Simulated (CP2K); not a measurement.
**CH7AlSi (SMILES [CH3][AlH][SiH3]): BLYP-D3(BJ)/DZVP-MOLOPT-SR-GTH (core potential)**

What is the energy change on altering one bond length of CH7AlSi at BLYP-D3(BJ)/DZVP-MOLOPT-SR-GTH (core potential)? 

The results are computed with CP2K 2026.2.

1 further run of the same task is left out (set aside as unsound or not needed).

### 1 Starting point

CH7AlSi: 10 atoms, total charge 0, spin state singlet. As SMILES, `[CH3][AlH][SiH3]`. Geometry: relaxed at PBE0-D4/def2-TZVP.

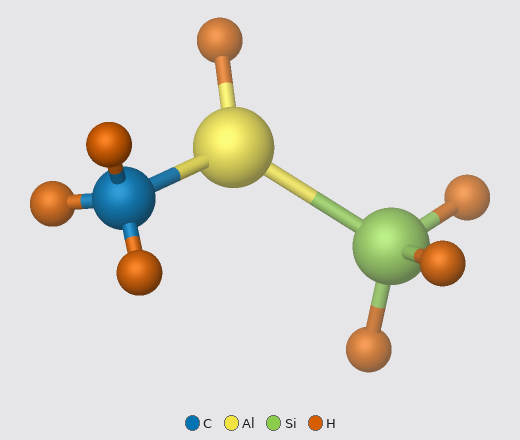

Viewed from a chosen angle; carbon blue, aluminium yellow, silicon green, hydrogen orange.

### 2 A single-point energy at BLYP-D3(BJ)/DZVP-MOLOPT-SR-GTH (core potential)

File mol.inp:

```
&GLOBAL
 PROJECT_NAME mol
 RUN_TYPE ENERGY
 PRINT_LEVEL MEDIUM
&END

&FORCE_EVAL
 METHOD QS
 &DFT
  BASIS_SET_FILE_NAME BASIS_MOLOPT
  POTENTIAL_FILE_NAME GTH_POTENTIALS
  &QS
   METHOD GPW
   EPS_DEFAULT 1.0E-10
  &END
  &MGRID
   CUTOFF 400
   REL_CUTOFF 50
   NGRIDS 4
  &END
  &POISSON
   PERIODIC NONE
   POISSON_SOLVER MULTIPOLE
  &END
  &SCF
   SCF_GUESS ATOMIC
   EPS_SCF 1.0E-06
   MAX_SCF 40
   &OT
    MINIMIZER DIIS
    PRECONDITIONER FULL_SINGLE_INVERSE
   &END
   &OUTER_SCF
    EPS_SCF 1.0E-06
    MAX_SCF 10
   &END
  &END
  &XC
   &XC_FUNCTIONAL BLYP
   &END
   &VDW_POTENTIAL
    POTENTIAL_TYPE PAIR_POTENTIAL
    &PAIR_POTENTIAL
     TYPE DFTD3(BJ)
     PARAMETER_FILE_NAME dftd3.dat
     REFERENCE_FUNCTIONAL BLYP
     R_CUTOFF 15
    &END
   &END
  &END
  &PRINT
   &MOMENTS
    PERIODIC F
    REFERENCE COM
    MAX_MOMENT 1
   &END
   &MO_CUBES
    NLUMO 5
    NHOMO -1
    WRITE_CUBE F
   &END
   &HIRSHFELD OFF
   &END
  &END
 &END
 &SUBSYS
  &CELL
   ABC 11.6 11.4 11.3
   PERIODIC NONE
  &END
  &COORD
   UNIT bohr
   C     -2.6992848     1.8277431    -1.4974190
   Al     0.7730870     0.5848702    -1.3623036
   Si     2.1952948    -2.0924937     2.1644923
   H     -3.6078651     1.2458964    -3.2645019
   H     -3.8750724     1.1793781     0.0691640
   H     -2.7174262     3.8985050    -1.4936395
   H      2.6775529     1.3401938    -3.5672360
   H      0.6328693    -4.4363211     2.3451501
   H      1.8901041    -0.7464418     4.6269944
   H      4.8879656    -2.8980840     1.9849683
  &END
  &TOPOLOGY
   &CENTER_COORDINATES
   &END
  &END
  &KIND C
   BASIS_SET DZVP-MOLOPT-SR-GTH-q4
   POTENTIAL GTH-BLYP-q4
  &END
  &KIND Al
   BASIS_SET DZVP-MOLOPT-SR-GTH-q3
   POTENTIAL GTH-BLYP-q3
  &END
  &KIND Si
   BASIS_SET DZVP-MOLOPT-SR-GTH-q4
   POTENTIAL GTH-BLYP-q4
  &END
  &KIND H
   BASIS_SET DZVP-MOLOPT-SR-GTH-q1
   POTENTIAL GTH-BLYP-q1
  &END
 &END
&END
```

Started as:

```
$ OMP_NUM_THREADS=1 cp2k.psmp -i mol.inp > mol.out 2>&1
```

Log:

```text
CP2K| version string:                                       CP2K version 2026.2
[...]
 GLOBAL| Method name                                                        CP2K
[...]
 GLOBAL| Run type                                                         ENERGY
[...]
 DFT| Spin restricted Kohn-Sham (RKS) calculation                            RKS
 DFT| Multiplicity                                                             1
[...]
 DFT| Charge                                                                   0
[...]
 FUNCTIONAL| BECKE88:
 FUNCTIONAL| LYP:
[...]
 QS| Method:                                                                 GPW
[...]
 QS| Density cutoff [a.u.]:                                                200.0
[...]
 QS| Relative density cutoff [a.u.]:                                        25.0
[...]
                             - Atoms:                                         10
[...]
                             - Spherical basis functions:                     74
[...]
 Number of electrons:                                                         18
[...]
     1 OT DIIS     0.80E-01    1.4     0.16618189       -13.1862067541 -1.32E+01
[...]
     6 OT DIIS     0.80E-01    1.5     0.00000062       -15.7161245968 -4.96E-10
  *** SCF run converged in     6 steps ***
[...]
  Overlap energy of the core charge distribution:               0.00000083716191
  Self energy of the core charge distribution:                -39.12419503344167
  Core Hamiltonian energy:                                     11.04039836817245
  Hartree energy:                                              18.49007162223291
  Exchange-correlation energy:                                 -6.10889674974136
  Dispersion energy:                                           -0.01350364117436
  Total energy:                                               -15.71612459679011
[...]
                     Mulliken Population Analysis
 #  Atom  Element  Kind  Atomic population                           Net charge
       1     C        1          4.397316                             -0.397316
       2     Al       2          2.602518                              0.397482
       3     Si       3          4.322295                             -0.322295
       4     H        4          0.944546                              0.055454
       5     H        4          0.944200                              0.055800
       6     H        4          0.944591                              0.055409
       7     H        4          0.957968                              0.042032
       8     H        4          0.961952                              0.038048
       9     H        4          0.961968                              0.038032
      10     H        4          0.962647                              0.037353
 # Total charge                             18.000000                 -0.000000
[...]
  Dipole moment [Debye]
    X= -0.6204690E+00 Y=  0.5292948E+00 Z= -0.5277688E+00  Total=      0.9714292
[...]
 HOMO - LUMO gap [eV] :    3.904811
 ENERGY| Total FORCE_EVAL ( QS ) energy [hartree]            -15.716124596790111
[...]
```

It took 74 s on 1 thread of Arm Neoverse V2, shared host; peak memory 1.1 GiB.

### 3 The distorted shape at the same level

File job.inp:

```
&force_eval
 method Quickstep
 &dft
  basis_set_file_name BASIS_MOLOPT
  potential_file_name GTH_POTENTIALS
  charge 0
  multiplicity 1
  &qs
   method GPW
   eps_default 1.0E-10
  &end
  &mgrid
   cutoff 400
   rel_cutoff 50
   ngrids 4
  &end
  &poisson
   periodic NONE
   poisson_solver MULTIPOLE
  &end
  &scf
   scf_guess ATOMIC
   eps_scf 1.0E-06
   max_scf 100
   added_mos 10
   &diagonalization
    algorithm STANDARD
   &end
   &mixing
    method BROYDEN_MIXING
    alpha 0.4
    nbuffer 4
   &end
  &end
  &xc
   &xc_functional BLYP
   &end
   &vdw_potential
    potential_type PAIR_POTENTIAL
    &pair_potential
     type DFTD3(BJ)
     parameter_file_name dftd3.dat
     reference_functional BLYP
     r_cutoff 15
    &end
   &end
  &end
  &print
   &moments
    periodic F
    reference COM
    max_moment 1
   &end
   &mo ON
    energies T
    occupation_numbers T
    ndigits 6
    &each
     qs_scf 0
    &end
    add_last NUMERIC
   &end
   &hirshfeld OFF
   &end
  &end
 &end
 &subsys
  &cell
   abc [angstrom] 11.6 11.4 11.7
   periodic NONE
  &end
  &coord
   UNIT bohr
   C     -2.6077219     1.4239067    -2.2362074
   Al     0.8646499     0.1810339    -2.1010920
   Si     2.2868577    -2.4963301     1.4257039
   H     -3.5163022     0.8420601    -4.0032903
   H     -3.7835095     0.7755417    -0.6696245
   H     -2.6258633     3.4946686    -2.2324280
   H      2.7691158     0.9363574    -4.3060244
   H      0.7244322    -4.8401574     1.6063617
   H      1.8901041    -0.7464418     4.6269944
   H      4.9795285    -3.3019203     1.2461799
  &end
  &topology
   &center_coordinates
   &end
  &end
  &kind C
   basis_set DZVP-MOLOPT-SR-GTH-q4
   potential GTH-BLYP-q4
  &end
  &kind Al
   basis_set DZVP-MOLOPT-SR-GTH-q3
   potential GTH-BLYP-q3
  &end
  &kind Si
   basis_set DZVP-MOLOPT-SR-GTH-q4
   potential GTH-BLYP-q4
  &end
  &kind H
   basis_set DZVP-MOLOPT-SR-GTH-q1
   potential GTH-BLYP-q1
  &end
 &end
&end

&global
 project job
 run_type ENERGY
 print_level MEDIUM
&end
```

Started as:

```
$ OMP_NUM_THREADS=1 cp2k.psmp -i job.inp -o job.out
```

Log, shortened:

```text
CP2K| version string:                                       CP2K version 2026.2
[...]
 GLOBAL| Method name                                                        CP2K
[...]
 GLOBAL| Run type                                                         ENERGY
[...]
 DFT| Spin restricted Kohn-Sham (RKS) calculation                            RKS
 DFT| Multiplicity                                                             1
[...]
 DFT| Charge                                                                   0
[...]
 FUNCTIONAL| BECKE88:
 FUNCTIONAL| LYP:
[...]
 QS| Method:                                                                 GPW
[...]
 QS| Density cutoff [a.u.]:                                                200.0
[...]
 QS| Relative density cutoff [a.u.]:                                        25.0
[...]
                             - Atoms:                                         10
[...]
                             - Spherical basis functions:                     74
[...]
 Number of electrons:                                                         18
[...]
     1 NoMix/Diag. 0.40E+00    1.5     1.01340299       -14.6176577008 -1.46E+01
[...]
    18 Broy./Diag. 0.40E+00    2.0     0.00000043       -15.6795881751  4.35E-07
  *** SCF run converged in    18 steps ***
[...]
  Overlap energy of the core charge distribution:               0.00000082979565
  Self energy of the core charge distribution:                -39.12419503344167
  Core Hamiltonian energy:                                     10.90312728669703
  Hartree energy:                                              18.59850216941196
  Exchange-correlation energy:                                 -6.04204850943053
  Dispersion energy:                                           -0.01497491811000
  Total energy:                                               -15.67958817507755
[...]
                     Mulliken Population Analysis
 #  Atom  Element  Kind  Atomic population                           Net charge
       1     C        1          4.396491                             -0.396491
       2     Al       2          2.583314                              0.416686
       3     Si       3          4.443679                             -0.443679
[...]
  Dipole moment [Debye]
    X= -0.6271890E+00 Y=  0.4779611E+00 Z= -0.7558371E+00  Total=      1.0922924
 ENERGY| Total FORCE_EVAL ( QS ) energy [hartree]            -15.679588175077553
[...]
```

Run time: 36 s. Hardware: 1 thread of Arm Neoverse V2, shared host; peak memory 1.8 GiB.

### 4 Summary of results

At BLYP-D3(BJ)/DZVP-MOLOPT-SR-GTH (core potential):

| quantity | value |
| --- | --- |
| first shape: total energy | -15.71612 Eh |
| first shape: dipole moment | 0.97 D |
| first shape: HOMO energy | -6.00 eV |
| first shape: LUMO energy | -2.09 eV |
| first shape: HOMO–LUMO gap | 3.90 eV |
| first shape: dispersion energy | -35.45 kJ/mol |
| distorted shape: total energy | -15.67959 Eh |
| distorted shape: dipole moment | 1.09 D |
| distorted shape: HOMO energy | -6.01 eV |
| distorted shape: LUMO energy | -2.20 eV |
| distorted shape: HOMO–LUMO gap | 3.81 eV |
| distorted shape: dispersion energy | -39.32 kJ/mol |
| energy change with the Si3–H9 bond stretched from 1.494 to 1.942 Å | 0.994 eV |

What this shows: With the Si3–H9 bond stretched from 1.494 to 1.942 Å the energy rises by 0.99 eV (22.9 kcal/mol). The first shape isn't relaxed at this level, so the change isn't measured from a minimum.
